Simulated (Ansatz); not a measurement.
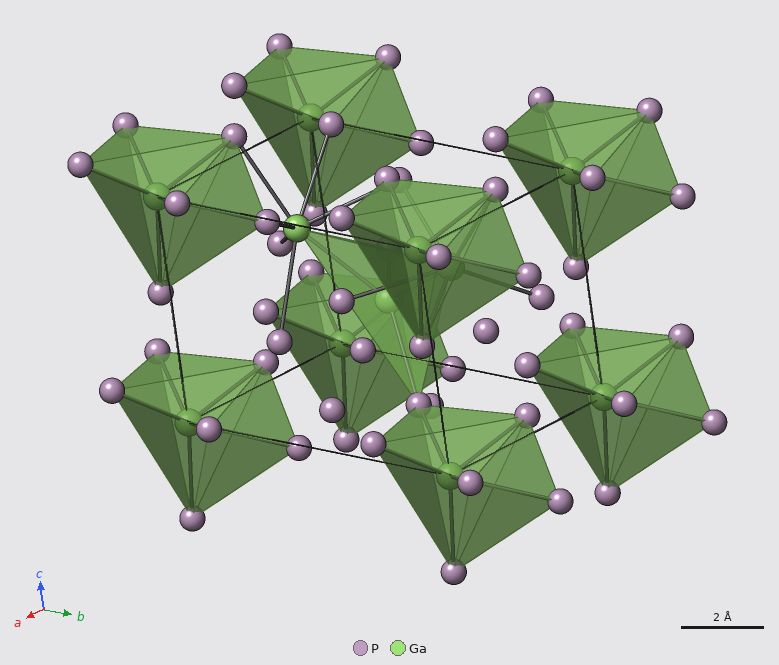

Polyhedral representation of a periodic structure, projected from a general direction. The edges of the simulation cell are marked. A few atoms beyond the faces are included. Cell: a = 7.264 Å, b = 7.272 Å, c = 6.437 Å, α = 92.75°, β = 76.55°, γ = 93.31°.

Notes on the structure:

- The stoichiometry is GaP₃.
- Space group: P1, with no symmetry beyond the lattice.
- The atoms show no order inside the cell.
- It has 16 atoms to the cell (4 Ga, 12 P).
- Taking every contact within bonding distance, one finds Ga 4 to 8 (mean 6.2) and P 0 to 3 (mean 1.6).

About the cell: it is a made-up disordered cell, and it is unrelaxed. An electronic-structure calculation with Ansatz was run on it.

At this level of theory the cell isn't at rest (forces up to 0.7 eV/Å), so its distances can differ from those at equilibrium, the more so the softer the solid.
